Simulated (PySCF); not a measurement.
```json
{"atom": "B", "x (Å)": "0.0000", "y (Å)": "0.0000", "z (Å)": "-1.8526"}
{"atom": "Br", "x (Å)": "0.0000", "y (Å)": "0.0000", "z (Å)": "0.2584"}
```

Theory: PBE0/def2-TZVPPD, non-relativistic Hamiltonian with scalar-relativistic core potentials where named, at a bond length of 2.111 Å (PySCF 2.14.0).

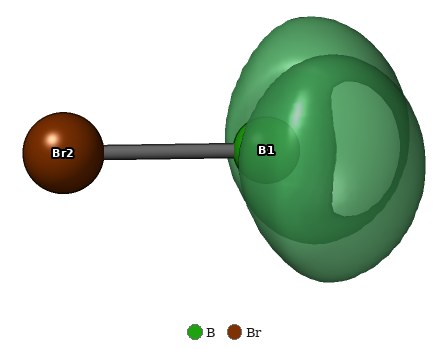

BBr (charge −1, doublet). Isosurface of the electron localisation function at 0.9 (green), seen from one side. Only the valence region is drawn (cores and ρ < 0.01 e/Å³ removed).

What do the ELF domains correspond to?

The surface consists of one lobe on B, pointing away from the bonds (non-bonding electrons).

Values along the shortest contacts:
B–Br (2.11 Å): the ELF peaks at about 0.80 between the atoms; a shared but strongly polarised pair.
